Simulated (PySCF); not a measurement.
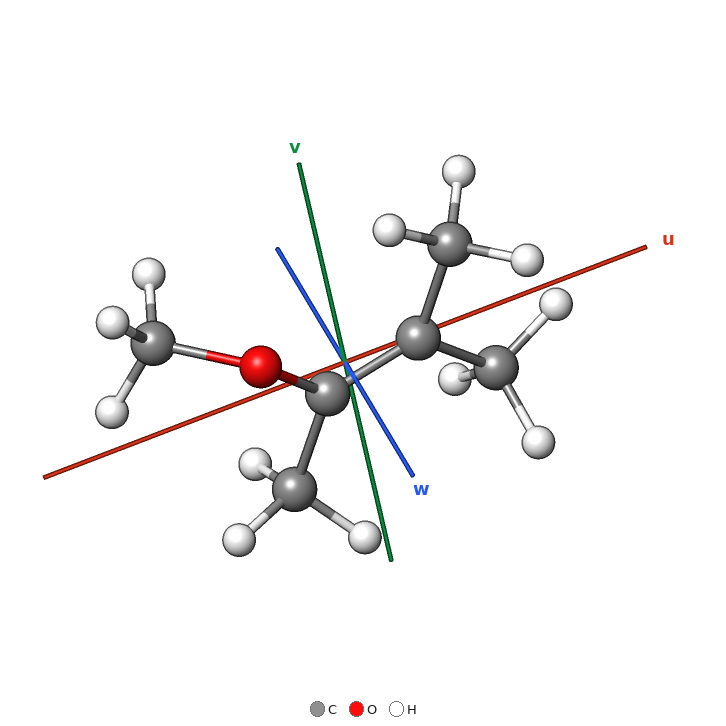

The lines u, v and w are the principal axes of the static dipole polarisability. The computed structure is the end point of a GFN2-xTB optimisation. No frequency run is at hand to confirm it as a minimum. Method: CAM-B3LYP/def2-SVPD (PySCF 2.14.0).

Along which axis is the molecule most polarisable, and along which least?

Most along u, least along w.

Give the three principal values.

u 97.9, v 78.8, w 61.8 bohr³; mean 79.5, anisotropy 31.3 bohr³.
